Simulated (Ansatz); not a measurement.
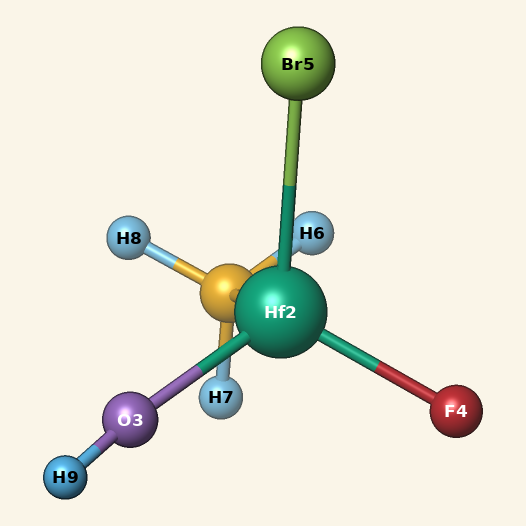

The picture comes from a calculation with Ansatz.

C1 lies behind Hf2. The molecule seen a little off the Hf2–C1 bond, Hf2 in front. Distant atoms are faded towards the background colour. The species has charge +1 and is a spin doublet. Geometry: the geometry of the neutral molecule. Other spin states may lie lower.

**What is the torsion angle Br5–Hf2–C1–H6? The sign is positive where the front bond must turn clockwise to cover the back bond.**

59°, synclinal (gauche). The bonds about Hf2–C1 are staggered.
